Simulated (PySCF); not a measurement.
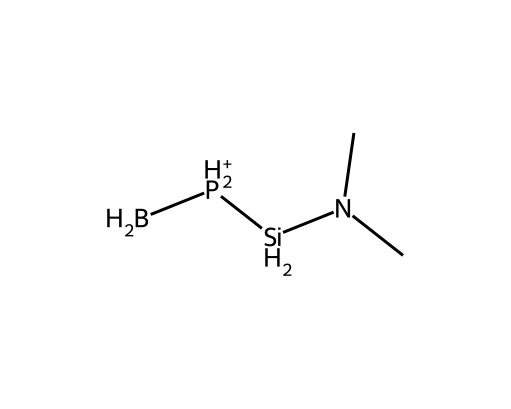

A structural formula. The species has charge +1 and is a spin singlet.

Question: Transcribe the drawing into SMILES.

Answer: B[PH2+][SiH2]N(C)C

Question: Give the formula, hydrogens included.

Answer: C2H12BNPSi, charge +1.

Question: An optimisation with GFN2-xTB gave a structure of which point group?

Answer: C1. Other conformers may differ.

More results for the same structure follow; atom numbers are the same in all pictures, views and colours differ. The computed structure is the end point of a GFN2-xTB optimisation. No frequency run is at hand to confirm it as a minimum.

**Electronic properties**

No frequency run is at hand to confirm it as a minimum. Properties computed with PBE0/def2-SVPD, gas phase (PySCF 2.14.0). Excitations: vertical, linear response.

Question: Give the HOMO–LUMO gap at this level.

Answer: 3.31 eV.

Question: Estimate the brightest of the 6 lowest singlets.

Answer: 5.57 eV.

Question: Estimate the HOMO energy (Kohn–Sham orbital).

Answer: −10.84 eV.

Question: What is the mean static polarisability?

Answer: 93.0 bohr³.

**Charges**

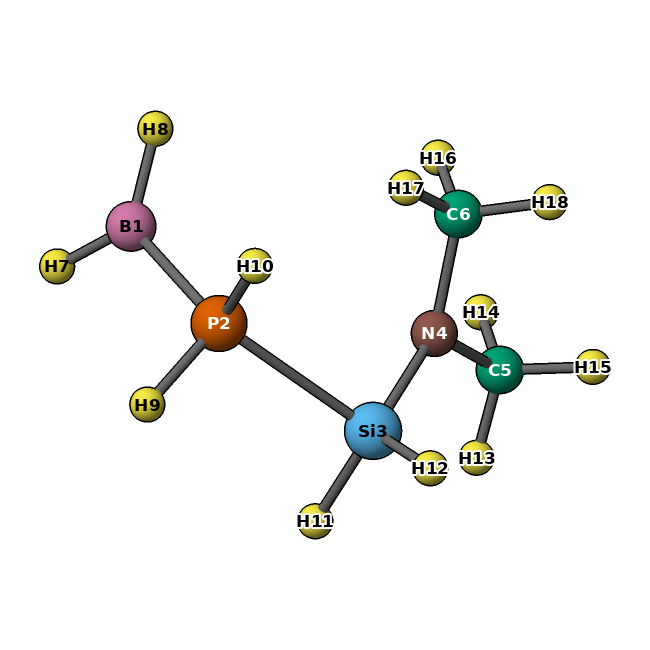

The questions are on Hirshfeld charges. No frequency run is at hand to confirm it as a minimum. Level of theory: PBE0/pcSseg-1, gas phase (PySCF 2.14.0).

Question: Which atom carries the highest charge (most positive or least negative)?

Answer: Si3 (0.43 e).

Question: And the lowest?

Answer: N4 (−0.17 e).

List the Hirshfeld charges.

```csv
atom,value (e)
B1,0.20
P2,0.28
Si3,0.43
N4,−0.17
C5,−0.05
C6,−0.06
H7,−0.01
H8,−0.01
H9,0.06
H10,0.06
H11,−0.04
H12,−0.04
H13,0.06
H14,0.06
H15,0.06
H16,0.06
H17,0.04
H18,0.06
```

**NMR shielding**

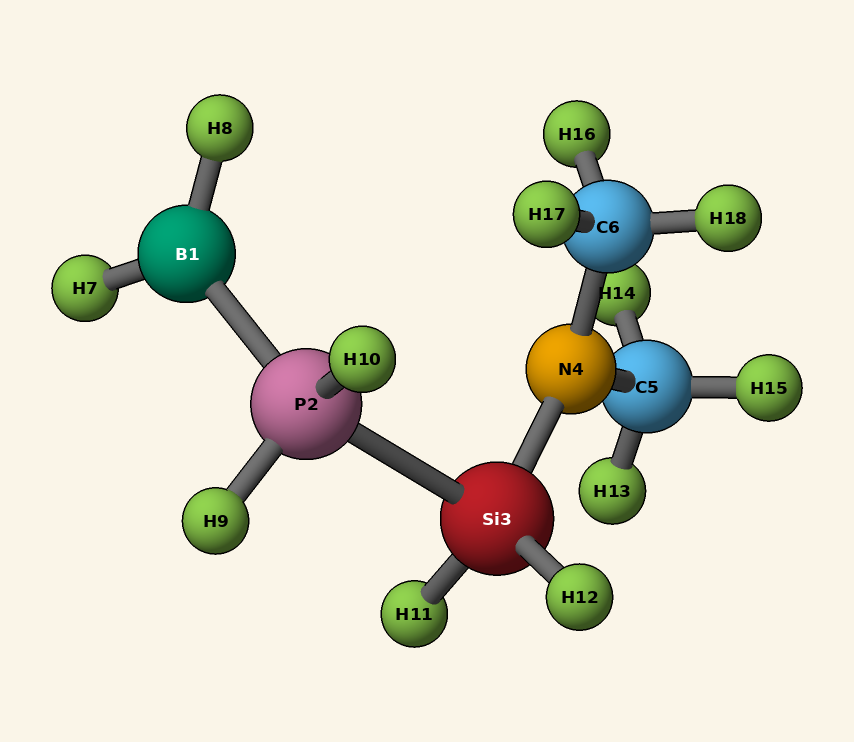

No frequency run is at hand to confirm it as a minimum. Level of theory: GIAO PBE0/pcSseg-1 NMR shielding, non-relativistic, gas phase (PySCF 2.14.0). Principal shieldings σ11 ≤ σ22 ≤ σ33, span Ω = σ33 − σ11, skew κ = 3(σiso − σ22)/Ω.

Give the shielding tensors of the Si atoms.

```json
{"atom": "Si3", "σ11": "309.6", "σ22": "338.5", "σ33": "459.8", "σiso": "369.3", "Ω": "150.2", "κ": "0.62"}
```

Shieldings and span in ppm.

The geometry is semi-empirical. Around B, P, Si such bond lengths and angles can be off by a tenth of an ångström or more and by several degrees, and values that hang on the shape move with them.
